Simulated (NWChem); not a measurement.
# PH3 (phosphine) at 3 levels

Wanted: a comparison of 3 runs (B2PLYP/aug-cc-pVTZ, CAM-B3LYP/aug-cc-pVTZ, wB97X/aug-cc-pVTZ) of PH3 (phosphine). 

The calculation is run with NWChem 7.3.0.

### Step 1. The system as given

PH3 has 4 atoms, charge 0, and is taken as a singlet. SMILES: `P`. Geometry: relaxed at PBE0-D4/def2-TZVP.

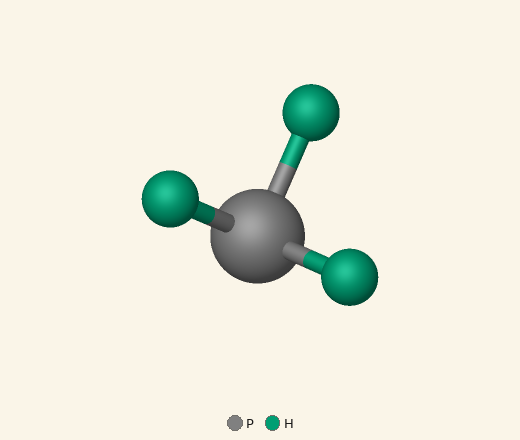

The structure, seen from a chosen angle (phosphorus grey, hydrogen teal).

### Step 2. A single-point energy at B2PLYP/aug-cc-pVTZ (run 1)

Contents of nw.xyz:

```xyz
4

P      0.346000    -0.326500    -0.332800
H      0.630900    -0.034000     1.027000
H     -1.005500    -0.663000    -0.057200
H      0.028700     1.023500    -0.636900
```

Contents of nw.nw:

```
start nw
memory total 2200 mb

geometry units angstroms noautosym nocenter noautoz
  load nw.xyz
end

basis spherical bse
  P library aug-cc-pVTZ
  H library aug-cc-pVTZ
end

dft
  xc hfexch 0.53 becke88 0.47 lyp 0.73 mp2 0.27
  dftmp2 semidirect
  grid fine
  convergence energy 1e-08
  iterations 100
  mulliken
end

mp2
  freeze core 5
end

task dft energy
```

Run with:

```sh
$ nwchem nw.nw > nw.out
```

The program printed:

```text
[...]
          Wavefunction type:  closed shell.
          No. of atoms     :     4
          No. of electrons :    18
[...]
          Charge           :     0
          Spin multiplicity:     1
[...]
          AO basis - number of functions:   119
[...]
              XC Information
              --------------
                     Hartree-Fock (Exact) Exchange  0.530
                    Becke 1988 Exchange Functional  0.470
              Lee-Yang-Parr Correlation Functional  0.730
[...]
 d= 0,ls=0.0,diis     1   -342.9562825699 -3.60D+02  2.21D-03  1.04D-01     5.1
[...]
 d= 0,ls=0.0,diis     7   -342.9690336958 -8.40D-09  3.56D-07  4.86D-10    27.6
         Total DFT energy =     -342.969033695791
      One electron energy =     -508.444530564086
           Coulomb energy =      172.069085863910
    Exchange-Corr. energy =      -24.136212107914
 Nuclear repulsion energy =       17.542623112300
[...]
      Total Density - Mulliken Population Analysis
     ---------------------------------------------
    Atom       Charge   Shell Charges
 -----------   ------   -------------------------------------------------------
    1 P   15    15.14   2.00  1.87  0.20  1.06  0.52 -0.03  5.76  0.60  1.91  1.01  0.02  0.07  0.12  0.02  0.01  0.00
    2 H    1     0.95   0.25  0.50  0.18  0.01  0.01  0.02 -0.01  0.00  0.00
    3 H    1     0.95   0.25  0.50  0.18  0.01  0.01  0.02 -0.01  0.00  0.00
    4 H    1     0.95   0.25  0.50  0.18  0.01  0.01  0.02 -0.01  0.00  0.00
[...]
  Basis functions       =    119
[...]
```

Run time: 36 s. Hardware: 1 thread of Intel Xeon Platinum 8375C at 2.90GHz (Ice Lake), shared host; peak memory 0.23 GiB.

### Step 3. Energy and gradient at CAM-B3LYP/aug-cc-pVTZ (run 2)

Contents of h3p.nw:

```
start h3p
title "H3P"
memory stack 880 mb heap 220 mb global 1100 mb

geometry noautosym nocenter noautoz
  P        0.346000      -0.326500      -0.332800
  H        0.630900      -0.034000       1.027000
  H       -1.005500      -0.663000      -0.057200
  H        0.028700       1.023500      -0.636900
end

basis spherical bse
  * library aug-cc-pVTZ
end

dft
  xc xcamb88 1.00 lyp 0.81 vwn_5 0.19 hfexch 1.00
  cam 0.33 cam_alpha 0.19 cam_beta 0.46
  grid fine
  convergence energy 1e-08
  direct
  iterations 100
  mulliken
end

task dft gradient
```

Run with:

```sh
$ nwchem h3p.nw > h3p.out
```

The program printed:

```text
[...]
          Wavefunction type:  closed shell.
          No. of atoms     :     4
          No. of electrons :    18
[...]
          Charge           :     0
          Spin multiplicity:     1
[...]
          AO basis - number of functions:   119
[...]
              XC Information
              --------------
                     Hartree-Fock (Exact) Exchange  1.000
                   CAM-Becke88 Exchange Functional  1.000
                      VWN V Correlation Functional  0.190 local
              Lee-Yang-Parr Correlation Functional  0.810
[...]
 d= 0,ls=0.0,diis     1   -343.1457726126 -3.61D+02  3.37D-03  2.27D-01    13.9
[...]
 d= 0,ls=0.0,diis     7   -343.1600507752 -5.59D-09  4.14D-07  2.99D-09    95.6
         Total DFT energy =     -343.160050775246
      One electron energy =     -508.474413516097
           Coulomb energy =      172.080930041426
    Exchange-Corr. energy =      -24.309190412875
 Nuclear repulsion energy =       17.542623112300
[...]
      Total Density - Mulliken Population Analysis
     ---------------------------------------------
    Atom       Charge   Shell Charges
 -----------   ------   -------------------------------------------------------
    1 P   15    15.12   2.00  1.83  0.23  1.05  0.54 -0.02  5.77  0.64  1.87  0.99  0.02  0.06  0.10  0.02  0.01 -0.00
    2 H    1     0.96   0.25  0.49  0.19  0.01  0.01  0.02 -0.01  0.00  0.00
    3 H    1     0.96   0.25  0.49  0.19  0.01  0.01  0.02 -0.01  0.00  0.00
    4 H    1     0.96   0.25  0.49  0.19  0.01  0.01  0.02 -0.01  0.00  0.00
[...]
  wavefunction    = closed shell
[...]
                         DFT ENERGY GRADIENTS
    atom               coordinates                        gradient
                 x          y          z           x          y          z
   1 P       0.653845  -0.616996  -0.628901    0.002588  -0.002432  -0.002515
   2 H       1.192228  -0.064251   1.940749   -0.000407   0.000725   0.001410
   3 H      -1.900119  -1.252888  -0.108092   -0.001415   0.000330   0.000738
   4 H       0.054235   1.934135  -1.203566   -0.000765   0.001377   0.000366
[...]
```

Run time: 3.1 min. Hardware: 1 thread of Intel Xeon Platinum 8375C at 2.90GHz (Ice Lake), shared host; peak memory 0.13 GiB.

### Step 4. Energy and gradient at wB97X/aug-cc-pVTZ (run 3)

Contents of run.py:

```python
from ase import Atoms
from ase.calculators.nwchem import NWChem

system = Atoms(['P', 'H', 'H', 'H'], positions=[
    [0.346000, -0.326500, -0.332800],
    [0.630900, -0.034000, 1.027000],
    [-1.005500, -0.663000, -0.057200],
    [0.028700, 1.023500, -0.636900],
])

calc = NWChem(
    label='a',
    theory='dft',
    memory='2200 mb',
    basis='aug-cc-pVTZ',
    basispar='spherical bse',
    dft={'xc': 'wb97x', 'mult': '1', 'grid': 'fine', 'convergence': 'energy 1e-08', 'iterations': '100', 'mulliken': None},
)
system.calc = calc

forces = system.get_forces()
print(f"energy = {system.get_potential_energy():.6f} eV")
print("forces (eV/A):")
for s, f in zip(system.symbols, forces):
    print(f"{s:2s} {f[0]:10.5f} {f[1]:10.5f} {f[2]:10.5f}")
print("dipole (e A):", system.get_dipole_moment().round(4))
```

Run with:

```sh
$ export ASE_NWCHEM_COMMAND="nwchem PREFIX.nwi > PREFIX.nwo"
$ python run.py
```

The program printed:

```text
energy = -9337.551345 eV
forces (eV/A):
P    -0.12665    0.11889    0.12274
H     0.01759   -0.03528   -0.07204
H     0.07220   -0.01337   -0.03558
H     0.03692   -0.07024   -0.01512
dipole (e A): [-0.0864  0.0816  0.0831]
```

The calculator wrote a.nwi:

```
title "a"

permanent_dir a

scratch_dir a

start a

geometry units angstrom nocenter noautosym noautoz
  P  3.4599999999999997e-01 -3.2650000000000001e-01 -3.3279999999999998e-01
  H  6.3090000000000002e-01 -3.4000000000000002e-02 1.0269999999999999e+00
  H  -1.0055000000000001e+00 -6.6300000000000003e-01 -5.7200000000000001e-02
  H  2.8700000000000000e-02 1.0235000000000001e+00 -6.3690000000000002e-01
end

memory 2200 mb

basis spherical bse noprint
   * library aug-cc-pVTZ
end

dft
  xc wb97x
  mult 1
  grid fine
  convergence energy 1e-08
  iterations 100
  mulliken
end

task dft gradient
```

a.nwo:

```text
Northwest Computational Chemistry Package (NWChem) 7.3.0
             --------------------------------------------------------

           Job information
           ---------------

    nwchem branch   = 7.3.0
    use scalapack   = T
    input           = a.nwi
    prefix          = a.
    data base       = a/a.db
    status          = startup
    nproc           =        1

           Memory information
           ------------------

    heap     =     72089600 doubles =      550.0 Mbytes
    stack    =     72089597 doubles =      550.0 Mbytes
    global   =    144179200 doubles =     1100.0 Mbytes (distinct from heap & stack)
    total    =    288358397 doubles =     2200.0 Mbytes
    verify   = yes
    hardfail = no

[... 91 lines left out ...]
  convergence criterion.
[... 45 lines left out ...]
          Spatial weights used:  Erf1
[... 67 lines left out ...]
         Total DFT energy =     -343.148685509465
[... 3 lines left out ...]
 Nuclear repulsion energy =       17.542623112300
[... 907 lines left out ...]
          Convergence on gradient requested:  5.00D-04
[... 31 lines left out ...]
          total energy or number of iterations.
[... 32 lines left out ...]
                         DFT ENERGY GRADIENTS

    atom               coordinates                        gradient
                 x          y          z           x          y          z
   1 P       0.653845  -0.616996  -0.628901    0.002463  -0.002312  -0.002387
   2 H       1.192228  -0.064251   1.940749   -0.000342   0.000686   0.001401
   3 H      -1.900119  -1.252888  -0.108092   -0.001404   0.000260   0.000692
   4 H       0.054235   1.934135  -1.203566   -0.000718   0.001366   0.000294

                 ----------------------------------------
                 |  Time  |  1-e(secs)   |  2-e(secs)   |
                 ----------------------------------------
                 |  CPU   |       0.01   |      95.09   |
                 ----------------------------------------
                 |  WALL  |       0.01   |      95.09   |
                 ----------------------------------------

 Task  times  cpu:      229.5s     wall:      229.5s
 Total times  cpu:      229.6s     wall:      229.6s
```

Run time: 3.9 min. Hardware: 1 thread of Intel Xeon Platinum 8375C at 2.90GHz (Ice Lake), shared host; peak memory 0.13 GiB.

### Step 5. All runs side by side

| run | level | task | frozen core orbitals | energy (Eh) | dipole moment (D) | HOMO energy (eV) | LUMO energy (eV) | wall time |
| --- | --- | --- | --- | --- | --- | --- | --- | --- |
| 1 | B2PLYP/aug-cc-pVTZ | energy | 5 | -343.026837 | 0.62 | -8.89 | 0.17 | 36 s |
| 2 | CAM-B3LYP/aug-cc-pVTZ | gradient | – | -343.160051 | 0.63 | -9.23 | 0.17 | 3.1 min |
| 3 | wB97X/aug-cc-pVTZ | gradient | – | -343.148686 | 0.70 | -10.26 | 0.96 | 3.9 min |

### Step 6. Outcome

| quantity | value |
| --- | --- |
| run 3: total energy | -343.14869 Eh |
| run 3: dipole moment | 0.70 D |
| run 3: HOMO energy | -10.26 eV |
| run 3: LUMO energy | 0.96 eV |
| run 3: HOMO–LUMO gap | 11.23 eV |
| run 3: largest force on an atom | 0.213 eV/Å |

In words: The dipole moment (its size) runs from 0.62 D (B2PLYP/aug-cc-pVTZ) to 0.70 D (wB97X/aug-cc-pVTZ). A double hybrid's value is that of its SCF part. The HOMO–LUMO gap runs from 9.06 eV (B2PLYP/aug-cc-pVTZ) to 11.23 eV (wB97X/aug-cc-pVTZ). Totals of different functionals can't be ranked against each other. All runs together took 7.5 min, the longest 3.9 min.
